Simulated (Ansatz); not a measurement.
# Run report: C2H7GeOP, nudged elastic band

The run: nudged elastic band of C2H7GeOP. Method and program: RKS LDA/def2-SVP (Ansatz 0.2.0).

It belongs to a series of runs on one base structure; here: band between the two ends. Figures and captions count atoms from 1; the log counts them from 0 in places.

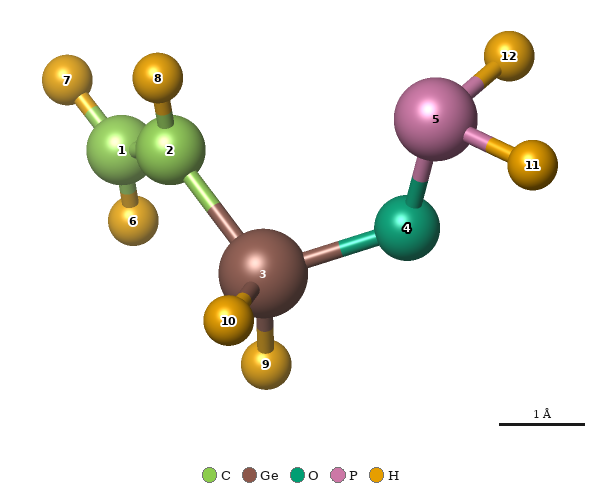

**Figure 1.** The structure as given in the input (ball-and-stick view, seen at a tilt; atoms are numbered from 1 in the order of the input). Sticks mark near contacts.

## Key numbers

| quantity | value |
| --- | --- |
| outcome | converged |
| barrier, forward | 0.009 eV |
| barrier, backward | 0.002 eV |
| hardware | 2 threads of Arm Neoverse V1, 24 GiB of memory available, shared host |
| wall time | 61 s (CPU time 2 min) |
| peak memory | 0.18 GiB |

## Remarks

The order of the saddle point was not checked.

## Input file
```yaml
crystal:
  periodic: [false, false, false]
  atoms:
    - { symbol: C, position_ang: [-0.074235, 1.612948, 1.759747] }
    - { symbol: C, position_ang: [-0.336524, 0.417712, 1.217925] }
    - { symbol: Ge, position_ang: [-0.867097, 0.264319, -0.619603] }
    - { symbol: O, position_ang: [0.428717, -0.551499, -1.556668] }
    - { symbol: P, position_ang: [0.924598, -2.059611, -1.054168] }
    - { symbol: H, position_ang: [-0.148371, 2.54643, 1.168136] }
    - { symbol: H, position_ang: [0.229147, 1.727483, 2.817879] }
    - { symbol: H, position_ang: [-0.246233, -0.500953, 1.829627] }
    - { symbol: H, position_ang: [-0.956614, 1.666181, -1.255782] }
    - { symbol: H, position_ang: [-2.161547, -0.567205, -0.798993] }
    - { symbol: H, position_ang: [0.924756, -2.742122, -2.335249] }
    - { symbol: H, position_ang: [2.360402, -1.868784, -1.138751] }
basis:
  gaussian: { orbitals: def2-SVP }
hamiltonian:
  xc: lda
neb:
  order_check: false
  images: 7
  f_tol: 0.05
  max_iterations: 60
  initial_path: idpp
  final_atoms:
    - { symbol: C, position_ang: [-0.24384579, 1.88587279, 1.7845384] }
    - { symbol: C, position_ang: [-0.32222206, 0.59248159, 1.45110694] }
    - { symbol: Ge, position_ang: [-0.6571661, 0.06889546, -0.35916339] }
    - { symbol: O, position_ang: [0.76775986, -0.87059657, -0.89878881] }
    - { symbol: P, position_ang: [0.61833242, -2.18625145, -1.9048209] }
    - { symbol: H, position_ang: [-0.35107022, 2.68600923, 1.02596226] }
    - { symbol: H, position_ang: [-0.06595551, 2.2174752, 2.825152] }
    - { symbol: H, position_ang: [-0.20358401, -0.1888731, 2.22635443] }
    - { symbol: H, position_ang: [-0.76096371, 1.34775808, -1.22668379] }
    - { symbol: H, position_ang: [-1.88285495, -0.8634017, -0.53427019] }
    - { symbol: H, position_ang: [1.48007155, -1.75700424, -2.99556985] }
    - { symbol: H, position_ang: [1.69849751, -2.98746628, -1.35971709] }
```

Launched with:
```bash
ansatz run input.yaml --threads 2 --pin off --max-ram 3072MiB --backend cpu --events-out ev --progress --plain --runs-dir out
```

## Log
```
Engine: ansatz 0.2.0, aarch64-unknown-linux-gnu
Functional definition: SPW92
  exchange = slater_x
  correlation = pw_c
1423 factors; their error is unknown
mean field evaluation 1: about -69861.2730 eV, gradient 7.3e1 eV
mean field evaluation 2: about -69814.6931 eV, gradient 1.6e2 eV
mean field evaluation 4: about -69872.2896 eV, gradient 1.1e1 eV
mean field evaluation 8: about -69872.5451 eV, gradient 1.4e-1 eV
mean field evaluation 16: about -69872.4797 eV, gradient 1.3e-3 eV
mean field -69872.47971475 eV, -2567.7662682491 hartree, gradient 2.3e-5 eV, S^2 0.000000; 0 other end points of the search recorded, 0 dependent functions left out
the calculation of the forces begins
reference -69872.47975129 eV, -2567.7662695922 hartree; 37, 37 occupied and 90, 90 virtual orbitals, 1423 factors
1423 factors; their error is unknown
mean field evaluation 32: about -69872.4723 eV, gradient 3.9e-2 eV
mean field -69872.47229683 eV, -2567.7659956456 hartree, gradient 1.8e-5 eV, S^2 0.000000; 0 other end points of the search recorded, 0 dependent functions left out
[... from here on the field's lines of each further geometry are left out, up to the last ...]
NEB iter   1: max|band force component| = 5.315e-1 eV/Å  barrier→ = 0.0319 eV  barrier← = 0.0245 eV  Δτ_max = 0.0792 Å  (261 SCF iters)
NEB iter   2: max|band force component| = 1.246e-1 eV/Å  barrier→ = 0.0189 eV  barrier← = 0.0115 eV  CI = image 5  Δτ_max = 0.1021 Å  (206 SCF iters)
NEB iter   3: max|band force component| = 9.906e-2 eV/Å  barrier→ = 0.0112 eV  barrier← = 0.0038 eV  CI = image 5  Δτ_max = 0.0188 Å  (203 SCF iters)
the calculation of the forces begins
reference -69872.47203980 eV, -2567.7659862001 hartree; 37, 37 occupied and 90, 90 virtual orbitals, 1423 factors
1423 factors; their error is unknown
mean field -69872.47072127 eV, -2567.7659377449 hartree, gradient 1.3e-5 eV, S^2 0.000000; 1 other end points of the search recorded, 0 dependent functions left out
the calculation of the forces begins
reference -69872.47075792 eV, -2567.7659390918 hartree; 37, 37 occupied and 90, 90 virtual orbitals, 1423 factors
NEB iter   4: max|band force component| = 4.974e-2 eV/Å  barrier→ = 0.0090 eV  barrier← = 0.0016 eV  CI = image 5  Δτ_max = 0.0000 Å  (421 SCF iters)
```

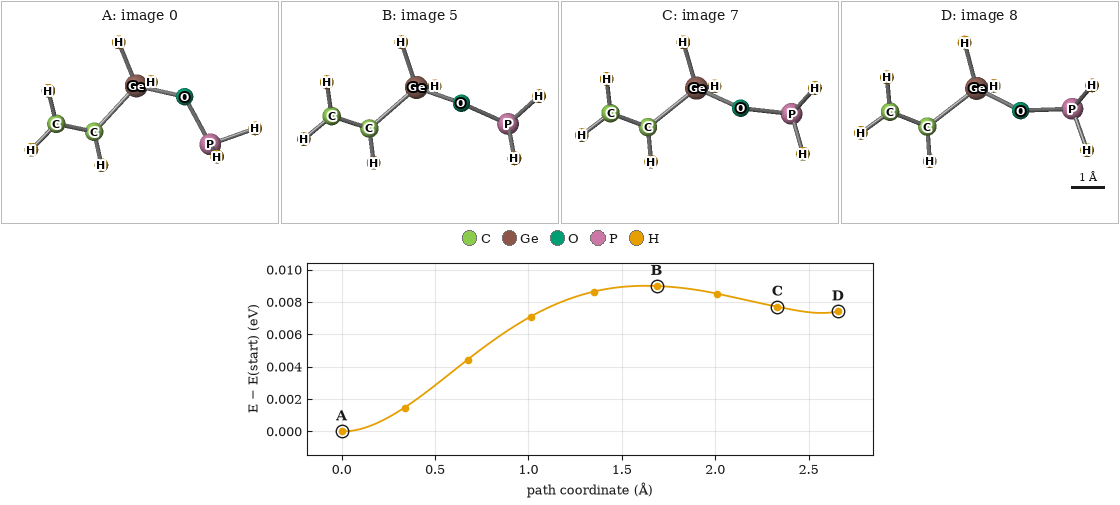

**Figure 2.** Images of the last band (counted from 0; ball-and-stick, seen at a tilt) above the energy along the path; the line is a cubic interpolation that uses the forces. The highest image is number 5, 0.009 eV above the start and 0.002 eV above the end (the climbing image); the end lies 0.007 eV above the start. The path is 2.66 Å long. The band converged in 4 iterations.

```
Total energy: -69872.47075792 eV, -2567.7659390918 hartree
Atom 0 at    -0.067816     1.984381     1.616030 Å, force     0.007806    -0.025577    -0.008295 eV/Å
Atom 1 at    -0.186022     0.678546     1.348626 Å, force     0.004211    -0.010740     0.000956 eV/Å
Atom 2 at    -0.778606     0.079140    -0.373028 Å, force     0.012947    -0.026311    -0.012953 eV/Å
Atom 3 at     0.573765    -0.756427    -1.196353 Å, force    -0.000174     0.011953    -0.018180 eV/Å
Atom 4 at     0.607539    -2.399862    -1.440427 Å, force    -0.007604     0.039818     0.014693 eV/Å
Atom 5 at    -0.295573     2.751848     0.850619 Å, force    -0.008171     0.011011     0.007049 eV/Å
Atom 6 at     0.265451     2.356326     2.603530 Å, force    -0.003033     0.009198    -0.005870 eV/Å
Atom 7 at     0.057994    -0.070089     2.126957 Å, force    -0.002946     0.003246     0.010436 eV/Å
Atom 8 at    -1.097414     1.317494    -1.239642 Å, force    -0.002120     0.003219    -0.003070 eV/Å
Atom 9 at    -1.942305    -0.942195    -0.302305 Å, force     0.001921     0.001868     0.008342 eV/Å
Atom 10 at     0.939985    -2.417760    -2.855287 Å, force     0.004642    -0.000102     0.005951 eV/Å
Atom 11 at     2.000001    -2.636502    -1.104619 Å, force    -0.007480    -0.017582     0.000940 eV/Å
Dipole moment:    -0.069516     0.149390     0.211621 e Å
this run last wrote the band of iteration 4 to [file]
```

## The last band as extended XYZ (Å, eV, eV/Å)
```
12
Properties=species:S:1:pos:R:3:forces:R:3 image=0 energy=-69872.47971
C    -0.0742    1.6129    1.7597    0.0028   0.0026  -0.0011
C    -0.3365    0.4177    1.2179    0.0021   0.0020  -0.0011
Ge   -0.8671    0.2643   -0.6196    0.0047  -0.0019   0.0015
O     0.4287   -0.5515   -1.5567    0.0008  -0.0012  -0.0018
P     0.9246   -2.0596   -1.0542   -0.0002   0.0002  -0.0011
H    -0.1484    2.5464    1.1681   -0.0056   0.0000   0.0009
H     0.2291    1.7275    2.8179    0.0027  -0.0007  -0.0007
H    -0.2462   -0.5010    1.8296   -0.0066  -0.0029   0.0003
H    -0.9566    1.6662   -1.2558   -0.0005   0.0004   0.0005
H    -2.1615   -0.5672   -0.7990   -0.0002   0.0008   0.0018
H     0.9248   -2.7421   -2.3352   -0.0002   0.0001   0.0003
H     2.3604   -1.8688   -1.1388    0.0002   0.0005   0.0003
12
Properties=species:S:1:pos:R:3:forces:R:3 image=1 energy=-69872.47824
C    -0.0727    1.6933    1.7398   -0.0106  -0.0090   0.0058
C    -0.3038    0.4691    1.2510    0.0070  -0.0023  -0.0045
Ge   -0.8453    0.2289   -0.5739   -0.0049  -0.0114   0.0020
O     0.4567   -0.5793   -1.5061    0.0108  -0.0217  -0.0061
P     0.8620   -2.1506   -1.1289   -0.0131   0.0475  -0.0019
H    -0.1780    2.5976    1.1088    0.0015   0.0017   0.0006
H     0.2296    1.8619    2.7910    0.0069   0.0016  -0.0034
H    -0.1879   -0.4192    1.9021   -0.0015  -0.0001   0.0013
H    -0.9808    1.6066   -1.2529   -0.0004   0.0029  -0.0029
H    -2.1168   -0.6465   -0.7050    0.0011   0.0020   0.0017
H     0.9074   -2.7025   -2.4709    0.0023  -0.0039   0.0052
H     2.3065   -2.0144   -1.1208    0.0007  -0.0073   0.0022
12
Properties=species:S:1:pos:R:3:forces:R:3 image=2 energy=-69872.47527
C    -0.0691    1.7716    1.7154   -0.0091  -0.0175   0.0035
C    -0.2732    0.5220    1.2818    0.0095  -0.0053  -0.0047
Ge   -0.8275    0.1928   -0.5252   -0.0009  -0.0239  -0.0048
O     0.4818   -0.6150   -1.4457    0.0055  -0.0033  -0.0142
P     0.7964   -2.2323   -1.2073   -0.0125   0.0448   0.0068
H    -0.2022    2.6440    1.0460    0.0009   0.0050   0.0030
H     0.2379    1.9928    2.7553    0.0061   0.0046  -0.0048
H    -0.1297   -0.3336    1.9701   -0.0015   0.0005   0.0044
H    -1.0085    1.5420   -1.2497   -0.0014   0.0053  -0.0046
H    -2.0732   -0.7248   -0.6066    0.0009   0.0032   0.0043
H     0.9018   -2.6495   -2.5943    0.0033  -0.0029   0.0069
H     2.2426   -2.1653   -1.1056   -0.0007  -0.0106   0.0040
12
Properties=species:S:1:pos:R:3:forces:R:3 image=3 energy=-69872.47262
C    -0.0658    1.8469    1.6865   -0.0035  -0.0235  -0.0016
C    -0.2434    0.5753    1.3086    0.0099  -0.0079  -0.0026
Ge   -0.8112    0.1561   -0.4751    0.0054  -0.0309  -0.0111
O     0.5085   -0.6564   -1.3747    0.0002   0.0177  -0.0174
P     0.7303   -2.3024   -1.2866   -0.0108   0.0328   0.0108
H    -0.2281    2.6857    0.9816   -0.0019   0.0083   0.0056
H     0.2493    2.1193    2.7117    0.0030   0.0075  -0.0055
H    -0.0692   -0.2460    2.0305   -0.0020   0.0014   0.0073
H    -1.0388    1.4727   -1.2460   -0.0024   0.0059  -0.0048
H    -2.0291   -0.8014   -0.5056    0.0008   0.0033   0.0067
H     0.9054   -2.5837   -2.7010    0.0044  -0.0011   0.0075
H     2.1692   -2.3212   -1.0957   -0.0032  -0.0134   0.0051
12
Properties=species:S:1:pos:R:3:forces:R:3 image=4 energy=-69872.47107
C    -0.0651    1.9183    1.6533    0.0038  -0.0267  -0.0065
C    -0.2140    0.6280    1.3308    0.0080  -0.0099  -0.0002
Ge   -0.7949    0.1185   -0.4244    0.0109  -0.0315  -0.0141
O     0.5392   -0.7033   -1.2920   -0.0016   0.0231  -0.0171
P     0.6663   -2.3590   -1.3648   -0.0098   0.0315   0.0119
H    -0.2589    2.7221    0.9164   -0.0056   0.0107   0.0075
H     0.2592    2.2409    2.6610   -0.0006   0.0093  -0.0062
H    -0.0059   -0.1577    2.0827   -0.0026   0.0023   0.0093
H    -1.0693    1.3983   -1.2424   -0.0028   0.0048  -0.0042
H    -1.9846   -0.8744   -0.4037    0.0010   0.0025   0.0081
H     0.9174   -2.5068   -2.7884    0.0051   0.0000   0.0074
H     2.0876   -2.4800   -1.0945   -0.0057  -0.0161   0.0041
12
Properties=species:S:1:pos:R:3:forces:R:3 image=5 energy=-69872.47072
C    -0.0678    1.9844    1.6160    0.0078  -0.0256  -0.0083
C    -0.1860    0.6785    1.3486    0.0042  -0.0107   0.0010
Ge   -0.7786    0.0791   -0.3730    0.0129  -0.0263  -0.0130
O     0.5738   -0.7564   -1.1964   -0.0002   0.0120  -0.0182
P     0.6075   -2.3999   -1.4404   -0.0076   0.0398   0.0147
H    -0.2956    2.7518    0.8506   -0.0082   0.0110   0.0070
H     0.2655    2.3563    2.6035   -0.0030   0.0092  -0.0059
H     0.0580   -0.0701    2.1270   -0.0029   0.0032   0.0104
H    -1.0974    1.3175   -1.2396   -0.0021   0.0032  -0.0031
H    -1.9423   -0.9422   -0.3023    0.0019   0.0019   0.0083
H     0.9400   -2.4178   -2.8553    0.0046  -0.0001   0.0060
H     2.0000   -2.6365   -1.1046   -0.0075  -0.0176   0.0009
12
Properties=species:S:1:pos:R:3:forces:R:3 image=6 energy=-69872.47119
C    -0.0768    2.0428    1.5763    0.0120  -0.0190  -0.0068
C    -0.1585    0.7246    1.3620   -0.0006  -0.0096   0.0005
Ge   -0.7602    0.0388   -0.3227    0.0119  -0.0181  -0.0090
O     0.6093   -0.8153   -1.0960   -0.0008  -0.0074  -0.0197
P     0.5586   -2.4248   -1.5083   -0.0024   0.0497   0.0190
H    -0.3401    2.7727    0.7859   -0.0098   0.0084   0.0054
H     0.2615    2.4634    2.5424   -0.0044   0.0069  -0.0049
H     0.1221    0.0145    2.1636   -0.0030   0.0038   0.0096
H    -1.1170    1.2332   -1.2375   -0.0005   0.0012  -0.0021
H    -1.9043   -1.0001   -0.2022    0.0020   0.0011   0.0065
H     0.9682   -2.3252   -2.8997    0.0033  -0.0011   0.0041
H     1.9142   -2.7797   -1.1296   -0.0077  -0.0159  -0.0025
12
Properties=species:S:1:pos:R:3:forces:R:3 image=7 energy=-69872.47200
C    -0.0917    2.0937    1.5338    0.0087  -0.0086  -0.0020
C    -0.1319    0.7661    1.3721   -0.0038  -0.0071  -0.0007
Ge   -0.7405   -0.0043   -0.2720    0.0048  -0.0061  -0.0028
O     0.6437   -0.8792   -0.9935   -0.0013  -0.0228  -0.0209
P     0.5190   -2.4326   -1.5740    0.0038   0.0461   0.0200
H    -0.3930    2.7837    0.7215   -0.0069   0.0034   0.0017
H     0.2468    2.5629    2.4770   -0.0027   0.0035  -0.0027
H     0.1851    0.0972    2.1951   -0.0014   0.0033   0.0065
H    -1.1297    1.1430   -1.2351    0.0011  -0.0002  -0.0010
H    -1.8704   -1.0514   -0.1000    0.0018   0.0009   0.0039
H     1.0127   -2.2235   -2.9255    0.0014  -0.0021   0.0014
H     1.8267   -2.9107   -1.1653   -0.0054  -0.0104  -0.0035
12
Properties=species:S:1:pos:R:3:forces:R:3 image=8 energy=-69872.47230
C    -0.0912    2.0584    1.5982    0.0054  -0.0006   0.0000
C    -0.1221    0.7331    1.4175   -0.0027   0.0012   0.0002
Ge   -0.7119   -0.0128   -0.2436    0.0003  -0.0006   0.0011
O     0.6725   -0.9206   -0.9244   -0.0042  -0.0029  -0.0050
P     0.4614   -2.3491   -1.7492    0.0149   0.0067  -0.0053
H    -0.3859    2.7589    0.7922    0.0006  -0.0030   0.0018
H     0.2310    2.5167    2.5525   -0.0029  -0.0010  -0.0013
H     0.1852    0.0539    2.2359    0.0002   0.0027  -0.0021
H    -1.0591    1.1501   -1.2058   -0.0003  -0.0004   0.0008
H    -1.8725   -1.0308   -0.1062    0.0007  -0.0001  -0.0003
H     1.0928   -1.9962   -3.0115   -0.0048  -0.0047   0.0137
H     1.6769   -3.0166   -1.3217   -0.0073   0.0027  -0.0037
```
